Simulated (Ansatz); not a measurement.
## GaPH6O: geometry relaxation

GaPH6O, computed with RKS r2SCAN-D4/def2-SVP (Ansatz 0.2.0).

The input holds or restrains some coordinates. Figures and captions count atoms from 1; the log counts them from 0 in places.

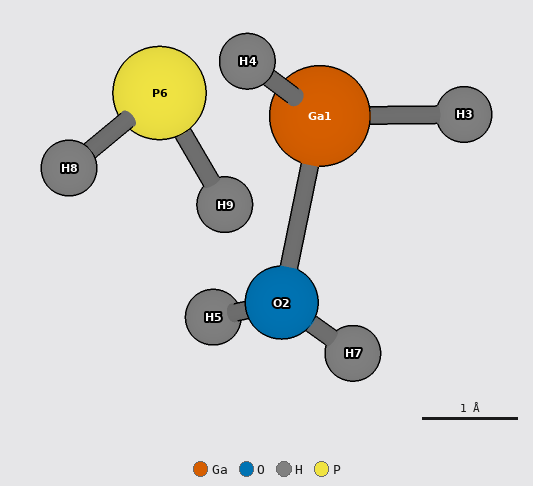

The starting structure (ball-and-stick view, seen at a tilt; atoms are numbered from 1 in the order of the input). Sticks mark near contacts. Bond lengths as drawn: Ga–H 1.56 to 1.57 Å, Ga–O 2.01 Å, H–O 0.97 Å and H–P 1.44 Å.

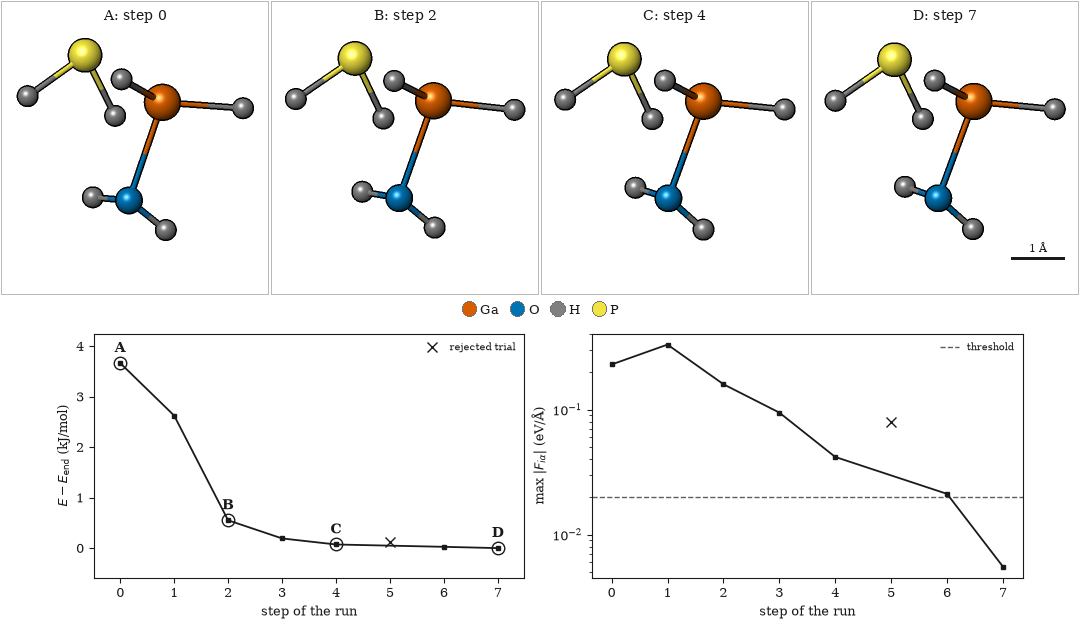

Frames of the restrained relaxation (ball-and-stick view, seen at a tilt) above the curves, on which the letters mark them (the first geometry is step 0 here and step 1 in the log).

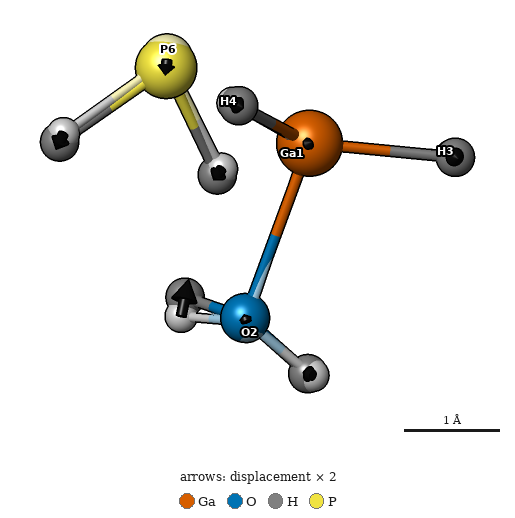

Start (faint) and end (solid) with the displacements as black arrows, magnified 2 times (ball-and-stick view, seen at a tilt). The two geometries are laid on each other by the best rigid fit. The atom that moves furthest after the best rigid fit is H5 (0.21 Å). By element the largest moves are H 0.21 Å, P 0.09 Å, O 0.05 Å, Ga 0.05 Å. Distances before and after: O2–H5 0.972 → 0.981 Å, Ga1–H3 1.567 → 1.562 Å, Ga1–H4 1.560 → 1.556 Å. Among the angles that change: Ga1–O2–H5 107.4° → 99.7°, H3–Ga1–H4 132.0° → 128.9°. Over 7 geometry steps the energy falls by 3.66 kJ/mol. The largest force component goes from 0.23 to 0.0056 eV/Å. The line search rejected the trial step at point 5 (counted from 0) and went back. (Atoms are counted from 1 in the order of the input.)

These pictures come from the run below.

## Input file
```yaml
crystal:
  periodic: [false, false, false]
  atoms:
    - { symbol: Ga, position_ang: [-0.562362, 1.12788, -0.278733] }
    - { symbol: O, position_ang: [1.234316, 0.316045, -0.643285] }
    - { symbol: H, position_ang: [-1.249004, 1.035069, -1.684676] }
    - { symbol: H, position_ang: [-0.274333, 2.336336, 0.665085] }
    - { symbol: H, position_ang: [1.338341, -0.441765, -0.043148] }
    - { symbol: P, position_ang: [-1.216399, -1.257691, 1.33784] }
    - { symbol: H, position_ang: [1.304395, -0.042397, -1.542444] }
    - { symbol: H, position_ang: [0.076751, -1.058543, 1.936169] }
    - { symbol: H, position_ang: [-0.651806, -2.014735, 0.253191] }
basis:
  gaussian: { orbitals: def2-SVP }
hamiltonian:
  xc: r2scan
  dispersion: d4
output:
  forces: true
relax:
  f_tol: 0.02
  max_steps: 50
  escape_saddle: false
  constraints: [{ distance: [0, 5] }, { distance: [0, 1] }]
scf:
  lower_state_search: "off"
```

Launch command:
```bash
ansatz run input.yaml --threads 1 --pin off --max-ram 2560MiB --backend cpu --events-out ev --progress --plain --runs-dir out
```

## The program's output
```
The last accepted step is kept in [file] (removed where the run ends without a failure and the disk answers)
Engine: ansatz 0.2.0, aarch64-unknown-linux-gnu
Functional definition: r2SCAN
  parameter k0 = 0.174
  parameter k1 = 0.065
  parameter a1 = 4.9479
  exchange = r2scan_x(k0 = k0, k1 = k1, a1 = a1)
  correlation = r2scan_c
these checks for a lower state are left out or cut short: stability, starts, cluster_reference, orbital_swaps, neighbouring_geometries, increment
1053 factors; their error is unknown
mean field evaluation 1: about -63793.7274 eV, gradient 4.8e1 eV
mean field evaluation 2: about -63787.6073 eV, gradient 7.5e1 eV
mean field evaluation 4: about -63797.7302 eV, gradient 1.8e0 eV
mean field evaluation 8: about -63797.7464 eV, gradient 3.8e-2 eV
mean field evaluation 16: about -63797.7127 eV, gradient 1.5e-5 eV
mean field -63797.71268071 eV, -2344.5226973733 hartree, gradient 2.6e-6 eV, S^2 0.000000; 0 other end points of the search recorded, 0 dependent functions left out
the calculation of the forces begins
reference -63797.71269220 eV, -2344.5226977957 hartree; 30, 30 occupied and 64, 64 virtual orbitals, 1053 factors
relax step   1: F+E_penalty+E_count = -63797.75376524 eV  Δ(F+E_penalty+E_count) = +0.000e0 eV  max|allowed force component| = 2.296e-1 eV/Å  Δτ_max = 0.0000 Å  (15 SCF iters, accepted)
  distance Ga 0 - P 5 held at 2.954999 Å   reaction = +1.9642e0 eV/Å
  distance Ga 0 - O 1 held at 2.005000 Å   reaction = -9.7960e-1 eV/Å
these checks for a lower state are left out or cut short: stability, starts, cluster_reference, orbital_swaps, neighbouring_geometries, increment
1053 factors; their error is unknown
mean field -63797.72335927 eV, -2344.5230898030 hartree, gradient 1.3e-6 eV, S^2 0.000000; 0 other end points of the search recorded, 0 dependent functions left out
the calculation of the forces begins
reference -63797.72337081 eV, -2344.5230902272 hartree; 30, 30 occupied and 64, 64 virtual orbitals, 1053 factors
relax step   2: F+E_penalty+E_count = -63797.76453643 eV  Δ(F+E_penalty+E_count) = -1.077e-2 eV  max|allowed force component| = 3.311e-1 eV/Å  Δτ_max = 0.1745 Å  (20 SCF iters, accepted)
  distance Ga 0 - P 5 held at 2.954999 Å   reaction = +1.6017e0 eV/Å
  distance Ga 0 - O 1 held at 2.005000 Å   reaction = -9.2258e-1 eV/Å
these checks for a lower state are left out or cut short: stability, starts, cluster_reference, orbital_swaps, neighbouring_geometries, increment
1053 factors; their error is unknown
mean field evaluation 32: about -63797.7449 eV, gradient 1.7e-6 eV
mean field -63797.74490799 eV, -2344.5238817038 hartree, gradient 1.7e-6 eV, S^2 0.000000; 0 other end points of the search recorded, 0 dependent functions left out
the calculation of the forces begins
reference -63797.74491950 eV, -2344.5238821271 hartree; 30, 30 occupied and 64, 64 virtual orbitals, 1053 factors
relax step   3: F+E_penalty+E_count = -63797.78602801 eV  Δ(F+E_penalty+E_count) = -2.149e-2 eV  max|allowed force component| = 1.597e-1 eV/Å  Δτ_max = 0.0868 Å  (19 SCF iters, accepted)
  distance Ga 0 - P 5 held at 2.954999 Å   reaction = +1.7719e0 eV/Å
  distance Ga 0 - O 1 held at 2.005000 Å   reaction = -9.3620e-1 eV/Å
these checks for a lower state are left out or cut short: stability, starts, cluster_reference, orbital_swaps, neighbouring_geometries, increment
1053 factors; their error is unknown
mean field -63797.74863970 eV, -2344.5240188417 hartree, gradient 2.2e-6 eV, S^2 0.000000; 0 other end points of the search recorded, 0 dependent functions left out
the calculation of the forces begins
reference -63797.74865121 eV, -2344.5240192647 hartree; 30, 30 occupied and 64, 64 virtual orbitals, 1053 factors
relax step   4: F+E_penalty+E_count = -63797.78974946 eV  Δ(F+E_penalty+E_count) = -3.721e-3 eV  max|allowed force component| = 9.467e-2 eV/Å  Δτ_max = 0.0651 Å  (19 SCF iters, accepted)
  distance Ga 0 - P 5 held at 2.954999 Å   reaction = +1.7443e0 eV/Å
  distance Ga 0 - O 1 held at 2.005000 Å   reaction = -9.2739e-1 eV/Å
these checks for a lower state are left out or cut short: stability, starts, cluster_reference, orbital_swaps, neighbouring_geometries, increment
1053 factors; their error is unknown
mean field -63797.74987158 eV, -2344.5240641126 hartree, gradient 1.8e-6 eV, S^2 0.000000; 0 other end points of the search recorded, 0 dependent functions left out
the calculation of the forces begins
reference -63797.74988309 eV, -2344.5240645355 hartree; 30, 30 occupied and 64, 64 virtual orbitals, 1053 factors
relax step   5: F+E_penalty+E_count = -63797.79099289 eV  Δ(F+E_penalty+E_count) = -1.243e-3 eV  max|allowed force component| = 4.183e-2 eV/Å  Δτ_max = 0.0511 Å  (20 SCF iters, accepted)
  distance Ga 0 - P 5 held at 2.954999 Å   reaction = +1.7234e0 eV/Å
  distance Ga 0 - O 1 held at 2.005000 Å   reaction = -9.2343e-1 eV/Å
these checks for a lower state are left out or cut short: stability, starts, cluster_reference, orbital_swaps, neighbouring_geometries, increment
1053 factors; their error is unknown
mean field -63797.74939251 eV, -2344.5240465070 hartree, gradient 1.7e-6 eV, S^2 0.000000; 0 other end points of the search recorded, 0 dependent functions left out
the calculation of the forces begins
reference -63797.74940403 eV, -2344.5240469302 hartree; 30, 30 occupied and 64, 64 virtual orbitals, 1053 factors
relax step   6: F+E_penalty+E_count = -63797.79053382 eV  Δ(F+E_penalty+E_count) = +4.591e-4 eV  max|allowed force component| = 7.971e-2 eV/Å  Δτ_max = 0.0229 Å  (20 SCF iters, rejected (line search))
  distance Ga 0 - P 5 held at 2.954999 Å   reaction = +1.7415e0 eV/Å
  distance Ga 0 - O 1 held at 2.005000 Å   reaction = -9.3411e-1 eV/Å
these checks for a lower state are left out or cut short: stability, starts, cluster_reference, orbital_swaps, neighbouring_geometries, increment
1053 factors; their error is unknown
mean field -63797.75033037 eV, -2344.5240809727 hartree, gradient 1.7e-6 eV, S^2 0.000000; 0 other end points of the search recorded, 0 dependent functions left out
the calculation of the forces begins
reference -63797.75034188 eV, -2344.5240813956 hartree; 30, 30 occupied and 64, 64 virtual orbitals, 1053 factors
relax step   7: F+E_penalty+E_count = -63797.79147245 eV  Δ(F+E_penalty+E_count) = -4.796e-4 eV  max|allowed force component| = 2.120e-2 eV/Å  Δτ_max = 0.0109 Å  (21 SCF iters, accepted)
  distance Ga 0 - P 5 held at 2.954999 Å   reaction = +1.7281e0 eV/Å
  distance Ga 0 - O 1 held at 2.005000 Å   reaction = -9.1682e-1 eV/Å
these checks for a lower state are left out or cut short: stability, starts, cluster_reference, orbital_swaps, neighbouring_geometries, increment
1053 factors; their error is unknown
mean field evaluation 64: about -63797.7506 eV, gradient 6.4e-6 eV
mean field -63797.75056896 eV, -2344.5240897408 hartree, gradient 1.6e-6 eV, S^2 0.000000; 0 other end points of the search recorded, 0 dependent functions left out
the calculation of the forces begins
reference -63797.75058047 eV, -2344.5240901636 hartree; 30, 30 occupied and 64, 64 virtual orbitals, 1053 factors
relax step   8: F+E_penalty+E_count = -63797.79173859 eV  Δ(F+E_penalty+E_count) = -2.661e-4 eV  max|allowed force component| = 5.554e-3 eV/Å  Δτ_max = 0.0155 Å  (20 SCF iters, accepted)
  distance Ga 0 - P 5 held at 2.954999 Å   reaction = +1.7270e0 eV/Å
  distance Ga 0 - O 1 held at 2.005000 Å   reaction = -9.0478e-1 eV/Å
Total energy: -63797.79175010 eV, -2344.5256031197 hartree
Atom 0 at    -0.582026     1.166610    -0.294671 Å, force    -1.127559    -1.023899     1.082414 eV/Å
Atom 1 at     1.201104     0.306654    -0.612396 Å, force     0.806078    -0.383010    -0.140236 eV/Å
Atom 2 at    -1.225091     1.130817    -1.717831 Å, force    -0.000831    -0.000816    -0.002650 eV/Å
Atom 3 at    -0.263954     2.396464     0.603773 Å, force    -0.000848    -0.002593    -0.001348 eV/Å
Atom 4 at     1.137115    -0.444416     0.015666 Å, force    -0.000689    -0.001070     0.004393 eV/Å
Atom 5 at    -1.134939    -1.254090     1.307365 Å, force     0.324308     1.417065    -0.933841 eV/Å
Atom 6 at     1.300349    -0.097433    -1.489485 Å, force    -0.000017    -0.003208    -0.005554 eV/Å
Atom 7 at     0.159503    -1.124469     1.927694 Å, force     0.000494    -0.002127    -0.000572 eV/Å
Atom 8 at    -0.592161    -2.079939     0.259883 Å, force    -0.000935    -0.000341    -0.002606 eV/Å
Dipole moment:     0.736690    -0.040717    -0.610639 e Å
Checks for a lower state left out: stability, starts, cluster_reference, orbital_swaps, neighbouring_geometries, increment
```

## Trajectory as extended XYZ (Å, eV, eV/Å), 8 frames, from step=1 to step=8
```
9
Properties=species:S:1:pos:R:3:forces:R:3 step=1 energy=-63797.75377
Ga   -0.5624    1.1279   -0.2787   -1.4501  -1.1258   1.3109
O     1.2343    0.3160   -0.6433    0.7701  -0.1671  -0.3430
H    -1.2490    1.0351   -1.6847    0.1444   0.1012   0.0228
H    -0.2743    2.3363    0.6651    0.0529  -0.0027  -0.1522
H     1.3383   -0.4418   -0.0431   -0.0779  -0.1194   0.1380
P    -1.2164   -1.2577    1.3378    0.4221   1.5772  -1.0715
H     1.3044   -0.0424   -1.5424    0.0338  -0.0468   0.0134
H     0.0768   -1.0585    1.9362    0.0583  -0.1035   0.0498
H    -0.6518   -2.0147    0.2532    0.0465  -0.1132   0.0318
9
Properties=species:S:1:pos:R:3:forces:R:3 step=2 energy=-63797.76454
Ga   -0.6176    1.1889   -0.2820   -0.8560  -1.0990   0.9250
O     1.1516    0.3041   -0.6094    1.0251  -0.5427  -0.4309
H    -1.1947    1.1684   -1.7413   -0.0687  -0.0055   0.1074
H    -0.2385    2.4406    0.5728   -0.0961  -0.0865   0.0281
H     1.2185   -0.3960    0.0752   -0.1289   0.1101  -0.1258
P    -1.1208   -1.2698    1.2781    0.1943   1.3158  -0.7700
H     1.2064   -0.1598   -1.4682   -0.0280   0.1375   0.3311
H     0.1635   -1.1628    1.9281   -0.0256   0.0580  -0.0487
H    -0.5684   -2.1133    0.2468   -0.0161   0.1124  -0.0162
9
Properties=species:S:1:pos:R:3:forces:R:3 step=3 energy=-63797.78603
Ga   -0.5926    1.1589   -0.2816   -1.1171  -1.0956   1.1086
O     1.1918    0.3118   -0.6260    0.8885  -0.3773  -0.3205
H    -1.2157    1.1158   -1.7178    0.0060   0.0252   0.0441
H    -0.2561    2.3932    0.6099   -0.0253  -0.0302  -0.0291
H     1.2531   -0.4218    0.0171   -0.0879   0.0135   0.0022
P    -1.1630   -1.2644    1.3102    0.3318   1.4430  -0.9434
H     1.2584   -0.1007   -1.5049    0.0008   0.0245   0.1297
H     0.1267   -1.1226    1.9375    0.0048  -0.0057   0.0006
H    -0.6028   -2.0700    0.2556   -0.0016   0.0026   0.0078
9
Properties=species:S:1:pos:R:3:forces:R:3 step=4 energy=-63797.78975
Ga   -0.5887    1.1574   -0.2836   -1.1307  -1.0348   1.0765
O     1.1956    0.3072   -0.6207    0.8534  -0.3641  -0.2506
H    -1.2167    1.1270   -1.7174    0.0005   0.0000   0.0355
H    -0.2616    2.3960    0.6042   -0.0125  -0.0301  -0.0090
H     1.1945   -0.4464    0.0031   -0.0425  -0.0165   0.0221
P    -1.1538   -1.2631    1.3145    0.3391   1.4467  -0.9480
H     1.2887   -0.0839   -1.5058   -0.0075   0.0139   0.0723
H     0.1358   -1.1206    1.9416    0.0006  -0.0054   0.0028
H    -0.5939   -2.0734    0.2641   -0.0005  -0.0097  -0.0016
9
Properties=species:S:1:pos:R:3:forces:R:3 step=5 energy=-63797.79099
Ga   -0.5846    1.1593   -0.2870   -1.1339  -0.9987   1.0553
O     1.1987    0.3039   -0.6159    0.8150  -0.4350  -0.1332
H    -1.2193    1.1349   -1.7167   -0.0046  -0.0147   0.0194
H    -0.2644    2.3981    0.6006   -0.0025  -0.0215   0.0080
H     1.1455   -0.4602   -0.0020   -0.0011   0.0418  -0.0387
P    -1.1436   -1.2609    1.3138    0.3361   1.4428  -0.9456
H     1.3079   -0.0783   -1.5024   -0.0104   0.0044   0.0376
H     0.1455   -1.1189    1.9420   -0.0004  -0.0070   0.0018
H    -0.5857   -2.0776    0.2675    0.0020  -0.0121  -0.0047
9
Properties=species:S:1:pos:R:3:forces:R:3 step=6 energy=-63797.79053 accepted=F
Ga   -0.5846    1.1591   -0.2994   -1.1219  -0.9815   1.1746
O     1.2016    0.3040   -0.6133    0.8093  -0.4361  -0.1931
H    -1.2367    1.1498   -1.7160    0.0054  -0.0359  -0.0467
H    -0.2663    2.3895    0.6015    0.0049  -0.0195  -0.0052
H     1.1531   -0.4542    0.0076   -0.0246   0.0406   0.0090
P    -1.1409   -1.2557    1.3103    0.3232   1.4183  -0.9559
H     1.3107   -0.0927   -1.4935   -0.0007   0.0232   0.0188
H     0.1500   -1.1198    1.9348    0.0097   0.0069   0.0105
H    -0.5870   -2.0797    0.2679   -0.0052  -0.0161  -0.0120
9
Properties=species:S:1:pos:R:3:forces:R:3 step=7 energy=-63797.79147
Ga   -0.5834    1.1622   -0.2919   -1.1306  -1.0089   1.0823
O     1.2000    0.3048   -0.6151    0.8101  -0.4126  -0.1452
H    -1.2249    1.1366   -1.7166   -0.0016  -0.0120  -0.0005
H    -0.2634    2.3950    0.6030   -0.0005  -0.0111   0.0036
H     1.1421   -0.4538    0.0048   -0.0035   0.0212  -0.0118
P    -1.1402   -1.2579    1.3095    0.3279   1.4292  -0.9423
H     1.3060   -0.0877   -1.4971   -0.0055   0.0047   0.0158
H     0.1490   -1.1192    1.9378    0.0028  -0.0047   0.0013
H    -0.5853   -2.0799    0.2655    0.0009  -0.0057  -0.0032
9
Properties=species:S:1:pos:R:3:forces:R:3 step=8 energy=-63797.79174
Ga   -0.5820    1.1666   -0.2947   -1.1276  -1.0239   1.0824
O     1.2011    0.3067   -0.6124    0.8061  -0.3830  -0.1402
H    -1.2251    1.1308   -1.7178   -0.0008  -0.0008  -0.0027
H    -0.2640    2.3965    0.6038   -0.0008  -0.0026  -0.0013
H     1.1371   -0.4444    0.0157   -0.0007  -0.0011   0.0044
P    -1.1349   -1.2541    1.3074    0.3243   1.4171  -0.9338
H     1.3003   -0.0974   -1.4895    0.0000  -0.0032  -0.0056
H     0.1595   -1.1245    1.9277    0.0005  -0.0021  -0.0006
H    -0.5922   -2.0799    0.2599   -0.0009  -0.0003  -0.0026
```

## Summary

| quantity | value |
| --- | --- |
| outcome | converged under the restraints of the input |
| total energy | −63797.7918 eV |
| mean-field energy | −63797.7506 eV |
| largest force (length of the vector) at the end, held atoms and coordinates included | 1.869 eV/Å |
| hardware | 1 thread of Arm Neoverse V1, 24 GiB of memory available, shared host |
| wall time | 31 s |
| peak memory | 0.13 GiB |
